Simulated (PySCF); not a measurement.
C2H12OSi3, SMILES [SiH3][SiH2][Si](C)(C)O, GFN2-xTB optimised geometry. Atoms within 1.6 Å of the plane z = 1.5 Å (x, y, z in Å): Si1 (-1.08, -2.79, 1.25), Si2 (-1.29, -0.51, 1.61), Si3 (-0.35, 0.85, 0.00), C4 (-0.90, 2.69, 0.00), C5 (1.56, 0.85, 0.00), H7 (-1.81, -3.25, 0.07), H8 (0.32, -3.18, 1.04), H9 (-1.55, -3.62, 2.37), H10 (-2.71, -0.17, 1.81), H11 (-0.70, -0.17, 2.93), H14 (-0.62, 3.18, 0.93), H16 (1.96, 1.24, 0.93).

Level of theory: PySCF 2.14.0 with B3LYP/def2-SVP. Cells within 0.4 Å of a nucleus heavier than hydrogen are left out (blank, or x).

Map of the log10 of the electron density (e/bohr³), floored at −4 on the plane z = 1.5 Å:

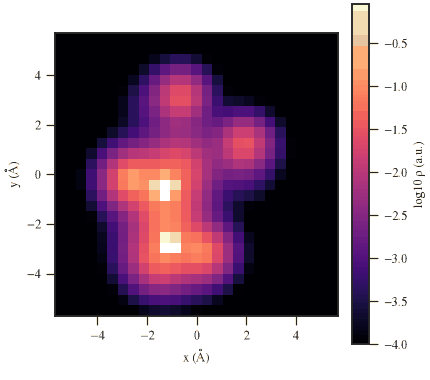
Figure. Log10 of the electron density (e/bohr³), floored at −4 on the plane z = 1.5 Å.
